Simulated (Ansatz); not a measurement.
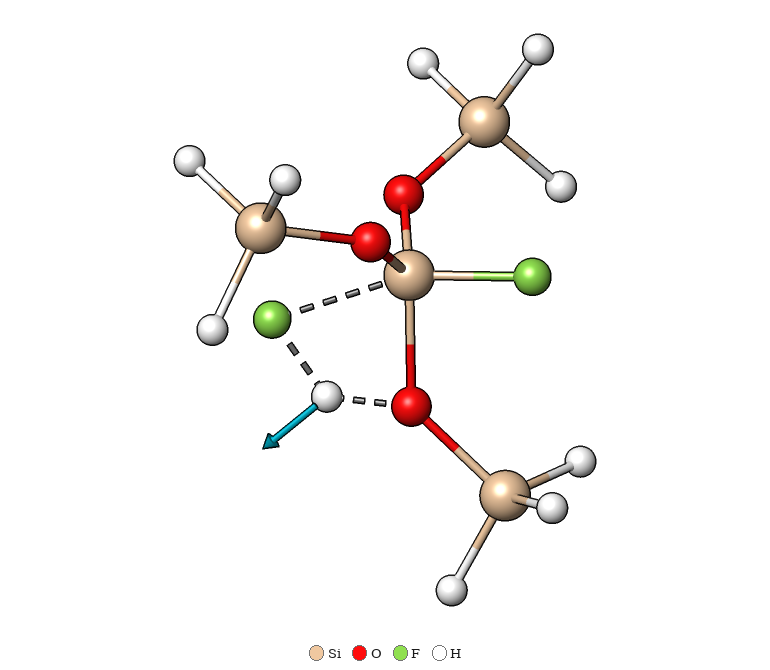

The arrows show one normal mode. Broken sticks mark bonds that form or break. Harmonic vibrations computed with RKS PBE0-D4/def2-TZVP (Ansatz 0.2.0) at a stationary point of the same level. It is a saddle point of order 1.

Q: Estimate its harmonic wavenumber.

A: 2114 cm⁻¹; it is mode 42 of 51 counted from the lowest.
